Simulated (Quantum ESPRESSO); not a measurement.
# MnO2: spin-resolved density of states

Wanted: the exchange-split electronic structure of MnO2.

Program: Quantum ESPRESSO 7.5. Level of theory: LDA with U = 4 eV on Mn d (ortho-atomic projectors); plane waves with GBRV 1.5 LDA potentials, no spin-orbit coupling. Results are calculated unless marked as measured.

**1. Set-up**

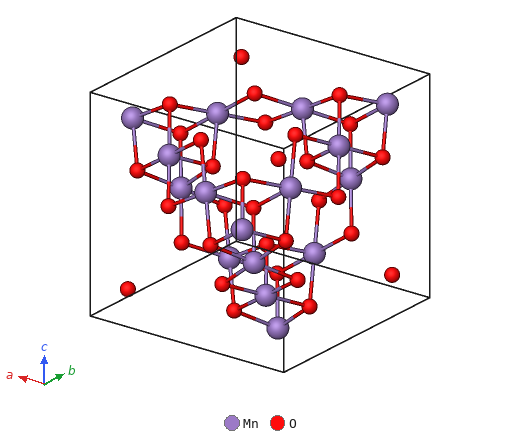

Start, viewed from a free direction; manganese light purple, oxygen red. This picture shows the conventional cell, with its axes. Bonds to atoms that aren't drawn are left out.

Coordinates:

```cif
data_structure
_symmetry_space_group_name_H-M 'Fd-3m:1'
_symmetry_Int_Tables_number 227
_cell_length_a 8.0400
_cell_length_b 8.0400
_cell_length_c 8.0400
_cell_angle_alpha 90.000
_cell_angle_beta 90.000
_cell_angle_gamma 90.000
_cell_volume 519.72
loop_
_atom_site_label
_atom_site_type_symbol
_atom_site_symmetry_multiplicity
_atom_site_Wyckoff_symbol
_atom_site_fract_x
_atom_site_fract_y
_atom_site_fract_z
_atom_site_occupancy
Mn1 Mn 16 c 0.37500 0.12500 0.37500 1
O1 O 32 e 0.88905 0.11095 0.11095 1
```

The cell comes from Materials Project 2023-11-01, a database of computed structures, and need not be the stable phase.

**2. Ground-state run**

This state came out lowest in a comparison of starts that is told elsewhere.

Input file pw.in:

```
&CONTROL
  calculation = 'scf'
  prefix = 'pwscf'
  outdir = './tmp'
  pseudo_dir = './pseudo'
  disk_io = 'low'
/
&SYSTEM
  ibrav = 0
  celldm(1) = 8
  nat = 12
  ntyp = 2
  ecutwfc = 40
  ecutrho = 280
  nbnd = 83
  occupations = 'smearing'
  smearing = 'fd'
  degauss = 0.00367493
  nspin = 2
  starting_magnetization(1) = 0.3
  starting_magnetization(2) = 0
/
&ELECTRONS
  conv_thr = 2.4d-08
  electron_maxstep = 150
  mixing_beta = 0.3
/
ATOMIC_SPECIES
Mn     54.9380 mn_lda_v1.5.uspp.F.UPF
O      15.9990 o_lda_v1.2.uspp.F.UPF
CELL_PARAMETERS alat
   0.0000000000000    0.9495856074707    0.9495856074707
   0.9495856074707    0.0000000000000    0.9495856074707
   0.9495856074707    0.9495856074707    0.0000000000000
ATOMIC_POSITIONS crystal
Mn      0.6250000000    0.1250000000    0.6250000000
Mn      0.1250000000    0.6250000000    0.6250000000
Mn      0.6250000000    0.6250000000    0.1250000000
Mn      0.6250000000    0.6250000000    0.6250000000
O       0.8328612900    0.3890462400    0.3890462400
O       0.3890462400    0.8328612900    0.3890462400
O       0.3890462400    0.3890462400    0.3890462400
O       0.3890462400    0.3890462400    0.8328612900
O       0.8609537600    0.4171387100    0.8609537600
O       0.4171387100    0.8609537600    0.8609537600
O       0.8609537600    0.8609537600    0.4171387100
O       0.8609537600    0.8609537600    0.8609537600
K_POINTS automatic
4 4 4 0 0 0
HUBBARD {ortho-atomic}
U Mn-3d 4.0000
```

The run is started by

```
$ OMP_NUM_THREADS=1 mpirun -n 4 pw.x -nk 4 -in pw.in > pw.out
```

The program printed:

```text
Program PWSCF v.7.5 starts

     Message from routine setup:
     using ibrav=0 with symmetry is DISCOURAGED, use correct ibrav instead

     K-points division:     npool     =       4
     Subspace diagonalization in iterative solution of the eigenvalue problem:

     bravais-lattice index     =            0
     lattice parameter (alat)  =       8.0000  a.u.
     unit-cell volume          =     876.8036 (a.u.)^3
     number of atoms/cell      =           12
     number of atomic types    =            2
     number of electrons       =       108.00
     number of Kohn-Sham states=           83
     kinetic-energy cutoff     =      40.0000  Ry
     charge density cutoff     =     280.0000  Ry
     scf convergence threshold =      2.4E-08
     mixing beta               =       0.3000
     number of iterations used =            8  plain     mixing
     Exchange-correlation= SLA  PZ   NOGX NOGC
                           (   1   1   0   0   0   0   0)
     Hubbard projectors: ortho-atomic
     Hubbard parameters of DFT+U (Dudarev formulation) in eV:
     U(Mn-3d) =  4.0000

     Internal variables: lda_plus_u =T, lda_plus_u_kind = 0

     Internal variables: orbital_resolved =F, hub_pot_fix =F, apply_U = F

     celldm(1)=   8.000000  celldm(2)=   0.000000  celldm(3)=   0.000000
     celldm(4)=   0.000000  celldm(5)=   0.000000  celldm(6)=   0.000000

     crystal axes: (cart. coord. in units of alat)
               a(1) = (   0.000000   0.949586   0.949586 )
               a(2) = (   0.949586   0.000000   0.949586 )
               a(3) = (   0.949586   0.949586   0.000000 )

     reciprocal axes: (cart. coord. in units 2 pi/alat)
               b(1) = ( -0.526545  0.526545  0.526545 )
               b(2) = (  0.526545 -0.526545  0.526545 )
               b(3) = (  0.526545  0.526545 -0.526545 )

     PseudoPot. # 1 for Mn read from file:
     mn_lda_v1.5.uspp.F.UPF
     Pseudo is Ultrasoft + core correction, Zval = 15.0

     PseudoPot. # 2 for O  read from file:
     o_lda_v1.2.uspp.F.UPF
     Pseudo is Ultrasoft + core correction, Zval =  6.0

     atomic species   valence    mass     pseudopotential
     Mn               15.00    54.93800     Mn( 1.00)
     O                 6.00    15.99900     O ( 1.00)

     Starting magnetic structure
     atomic species   magnetization
     Mn              0.300
     O               0.000

     48 Sym. Ops., with inversion, found (24 have fractional translation)

   Cartesian axes

     site n.     atom                  positions (alat units)
         1        Mn     tau(   1) = (   0.7121892   1.1869820   0.7121892  )
         2        Mn     tau(   2) = (   1.1869820   0.7121892   0.7121892  )
         3        Mn     tau(   3) = (   0.7121892   0.7121892   1.1869820  )
         4        Mn     tau(   4) = (   1.1869820   1.1869820   1.1869820  )
         5        O      tau(   5) = (   0.7388654   1.1603058   1.1603058  )
         6        O      tau(   6) = (   1.1603058   0.7388654   1.1603058  )
         7        O      tau(   7) = (   0.7388654   0.7388654   0.7388654  )
         8        O      tau(   8) = (   1.1603058   1.1603058   0.7388654  )
         9        O      tau(   9) = (   1.2136582   1.6350986   1.2136582  )
        10        O      tau(  10) = (   1.6350986   1.2136582   1.2136582  )
        11        O      tau(  11) = (   1.2136582   1.2136582   1.6350986  )
        12        O      tau(  12) = (   1.6350986   1.6350986   1.6350986  )

     number of k points=     8  Fermi-Dirac smearing, width (Ry)=  0.0037
                       cart. coord. in units 2pi/alat
        k(    1) = (   0.0000000   0.0000000   0.0000000), wk =   0.0156250
        k(    2) = (   0.1316364   0.1316364  -0.1316364), wk =   0.1250000
        k(    3) = (  -0.2632727  -0.2632727   0.2632727), wk =   0.0625000
        k(    4) = (   0.2632727   0.0000000   0.0000000), wk =   0.0937500
        k(    5) = (  -0.1316364  -0.3949091   0.3949091), wk =   0.3750000
        k(    6) = (   0.0000000  -0.2632727   0.2632727), wk =   0.1875000
        k(    7) = (  -0.5265455   0.0000000   0.0000000), wk =   0.0468750
        k(    8) = (  -0.5265455   0.2632727   0.0000000), wk =   0.0937500

     Dense  grid:    69473 G-vectors     FFT dimensions: (  60,  60,  60)

     Smooth grid:    29939 G-vectors     FFT dimensions: (  48,  48,  48)

     Check: negative core charge=   -0.000041
     Generating pointlists ...
     new r_m :   0.1855 (alat units)  1.4840 (a.u.) for type    1
     new r_m :   0.1855 (alat units)  1.4840 (a.u.) for type    2

     Initial potential from superposition of free atoms

     starting charge     105.9997, renormalised to     108.0000

     STARTING HUBBARD OCCUPATIONS:

     =================== HUBBARD OCCUPATIONS ===================
     ------------------------ ATOM    1 ------------------------
     Tr[ns(  1)] (up, down, total) =   5.00000  0.00000  5.00000
     Atomic magnetic moment for atom   1 =   5.00000
     [... lines left out ...]
     ------------------------ ATOM    2 ------------------------
     Tr[ns(  2)] (up, down, total) =   5.00000  0.00000  5.00000
     Atomic magnetic moment for atom   2 =   5.00000
     [... lines left out ...]
     ------------------------ ATOM    3 ------------------------
     Tr[ns(  3)] (up, down, total) =   5.00000  0.00000  5.00000
     Atomic magnetic moment for atom   3 =   5.00000
     [... lines left out ...]
     ------------------------ ATOM    4 ------------------------
     Tr[ns(  4)] (up, down, total) =   5.00000  0.00000  5.00000
     Atomic magnetic moment for atom   4 =   5.00000
     [... lines left out ...]
     Number of occupied Hubbard levels =   20.0000

     Atomic wfc used for Hubbard projectors are orthogonalized

     Starting wfcs are   84 randomized atomic wfcs

     Self-consistent Calculation

     iteration #  1     ecut=    40.00 Ry     beta= 0.30
     Davidson diagonalization with overlap
     ethr =  1.00E-02,  avg # of iterations =  5.8

     =================== HUBBARD OCCUPATIONS ===================
     ------------------------ ATOM    1 ------------------------
     Tr[ns(  1)] (up, down, total) =   3.63013  0.37679  4.00692
     Atomic magnetic moment for atom   1 =   3.25334
     [... lines left out ...]
     ------------------------ ATOM    2 ------------------------
     Tr[ns(  2)] (up, down, total) =   3.63013  0.37679  4.00692
     Atomic magnetic moment for atom   2 =   3.25334
     [... lines left out ...]
     ------------------------ ATOM    3 ------------------------
     Tr[ns(  3)] (up, down, total) =   3.63013  0.37679  4.00692
     Atomic magnetic moment for atom   3 =   3.25334
     [... lines left out ...]
     ------------------------ ATOM    4 ------------------------
     Tr[ns(  4)] (up, down, total) =   3.63013  0.37679  4.00692
     Atomic magnetic moment for atom   4 =   3.25334
     [... lines left out ...]
     Number of occupied Hubbard levels =   16.0277

     total energy              =   -1100.58192865 Ry
     estimated scf accuracy    <       8.30450336 Ry

     total magnetization       =    12.00 Bohr mag/cell
     absolute magnetization    =    13.87 Bohr mag/cell

     iteration #  2     ecut=    40.00 Ry     beta= 0.30
     Davidson diagonalization with overlap
     ethr =  7.69E-03,  avg # of iterations =  2.0

     total energy              =   -1102.09069762 Ry
     estimated scf accuracy    <       2.09522728 Ry

     total magnetization       =    12.00 Bohr mag/cell
     absolute magnetization    =    13.89 Bohr mag/cell

     [... further iterations left out ...]

     iteration # 13     ecut=    40.00 Ry     beta= 0.30
     Davidson diagonalization with overlap
     ethr =  6.66E-10,  avg # of iterations =  1.5

     total energy              =   -1102.50087649 Ry
     estimated scf accuracy    <       0.00000006 Ry

     total magnetization       =    12.00 Bohr mag/cell
     absolute magnetization    =    13.76 Bohr mag/cell

     iteration # 14     ecut=    40.00 Ry     beta= 0.30
     Davidson diagonalization with overlap
     ethr =  5.79E-11,  avg # of iterations =  1.9

     Magnetic moment per site  (integrated on atomic sphere of radius R)
     atom   1 (R=0.186)  charge= 11.7262  magn=  2.7693
     atom   2 (R=0.186)  charge= 11.7262  magn=  2.7693
     atom   3 (R=0.186)  charge= 11.7262  magn=  2.7693
     atom   4 (R=0.186)  charge= 11.7262  magn=  2.7693
     atom   5 (R=0.186)  charge=  5.2267  magn= -0.0947
     atom   6 (R=0.186)  charge=  5.2267  magn= -0.0947
     atom   7 (R=0.186)  charge=  5.2267  magn= -0.0947
     atom   8 (R=0.186)  charge=  5.2267  magn= -0.0947
     atom   9 (R=0.186)  charge=  5.2267  magn= -0.0947
     atom  10 (R=0.186)  charge=  5.2267  magn= -0.0947
     atom  11 (R=0.186)  charge=  5.2267  magn= -0.0947
     atom  12 (R=0.186)  charge=  5.2267  magn= -0.0947

     End of self-consistent calculation

     =================== HUBBARD OCCUPATIONS ===================
     ------------------------ ATOM    1 ------------------------
     Tr[ns(  1)] (up, down, total) =   4.12083  0.94615  5.06698
     Atomic magnetic moment for atom   1 =   3.17468
     [... lines left out ...]
     ------------------------ ATOM    2 ------------------------
     Tr[ns(  2)] (up, down, total) =   4.12083  0.94615  5.06698
     Atomic magnetic moment for atom   2 =   3.17468
     [... lines left out ...]
     ------------------------ ATOM    3 ------------------------
     Tr[ns(  3)] (up, down, total) =   4.12083  0.94615  5.06698
     Atomic magnetic moment for atom   3 =   3.17468
     [... lines left out ...]
     ------------------------ ATOM    4 ------------------------
     Tr[ns(  4)] (up, down, total) =   4.12083  0.94615  5.06698
     Atomic magnetic moment for atom   4 =   3.17468
     [... lines left out ...]
     Number of occupied Hubbard levels =   20.2679

     [... lines left out ...]
     the Fermi energy is     7.7453 ev

!    total energy              =   -1102.50087652 Ry
     estimated scf accuracy    <          5.7E-09 Ry
     smearing contrib. (-TS)   =      -0.00000000 Ry
     internal energy E=F+TS    =   -1102.50087652 Ry

     The total energy is F=E-TS. E is the sum of the following terms:
     one-electron contribution =    -774.70095602 Ry
     hartree contribution      =     430.47153607 Ry
     xc contribution           =    -161.95042670 Ry
     ewald contribution        =    -597.04272848 Ry
     Hubbard energy            =       0.72169861 Ry

     total magnetization       =    12.00 Bohr mag/cell
     absolute magnetization    =    13.76 Bohr mag/cell

     convergence has been achieved in  14 iterations

=------------------------------------------------------------------------------=
   JOB DONE.
=------------------------------------------------------------------------------=
```

Wall time 34 s (4 MPI ranks of Intel Xeon Platinum 8488C (Sapphire Rapids), shared host); peak memory 0.66 GiB.

Spin moment in the atom's sphere by atom:

```csv
atom,spin moment in the atom's sphere (μB)
Mn1,2.77
Mn2,2.77
Mn3,2.77
Mn4,2.77
O5,-0.09
O6,-0.09
O7,-0.09
O8,-0.09
O9,-0.09
O10,-0.09
O11,-0.09
O12,-0.09
```

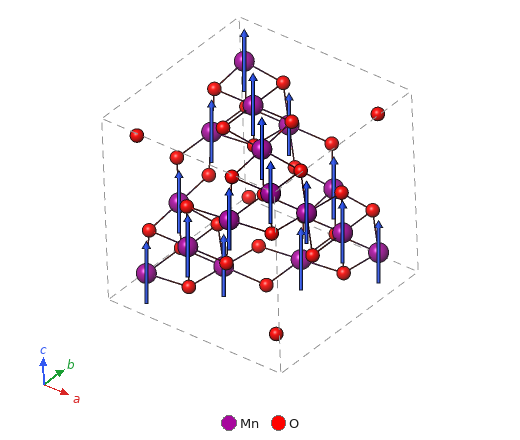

Spin moment in the atom's sphere as arrows, the longest 2.77 μB. Up and down stand for the sign. Arrows give size and sign along the axis of quantisation, drawn up and down the page. Bonds to atoms that aren't drawn are left out.

Numbers from this step:

```yaml
smearing_term_ts: 3.90e-9 eV
magnetization: 12 μB
absolute_magnetization: 13.76 μB
final_state: ferromagnetic
```

[end of part 1 of 2]

[Logs and program files are shortened in this print: banners, set-up blocks, solver, clock and traceback lines can be left out without a mark of their own.]

[Logs are printed without paths, hosts, clocks, repeated set-up lines and the standing remarks that a program may print on its own settings, such as how far it seeks lower states.]

[Hosts, paths, dates, database ids (printed as entryN), source tags and the programs' standing remarks are cut or masked in the printed files.]

[Where a cell is said to come from a database of computed structures, the database is the Materials Project.]
